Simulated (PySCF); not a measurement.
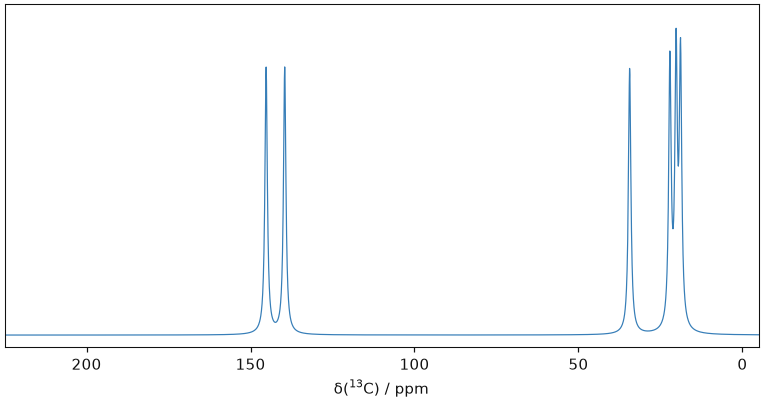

GIAO shifts, PBE0/pcSseg-1, PySCF 2.14.0, at a GFN2-xTB geometry (no frequency check), against TMS for ¹³C computed at the same level. Gas phase, fully decoupled, line heights follow the number of nuclei, widths are arbitrary (no quadrupolar broadening); values of one conformer, averaged over methyl-type rotors and exact or near symmetry; other conformers aren't averaged in.

### Which molecule was computed?
A. C₆H₆NS⁻, SMILES CC(=S)c1cc[n-]c1
B. C₆H₃F₃O, SMILES FC(F)=C(F)c1ccoc1
C. C₆H₈O, SMILES C#C/C=C/COC
D. C₆H₁₁OP, SMILES C=C[P@H](=O)C1CCC1

Option D. Its ¹³C signals: 145.2 (1 C), 139.6 (1 C), 34.4 (1 C), 22.1 (1 C), 20.2 (1 C), 18.9 (1 C) ppm.

Note: the tight-binding geometry is rougher than a DFT one and adds to the error.
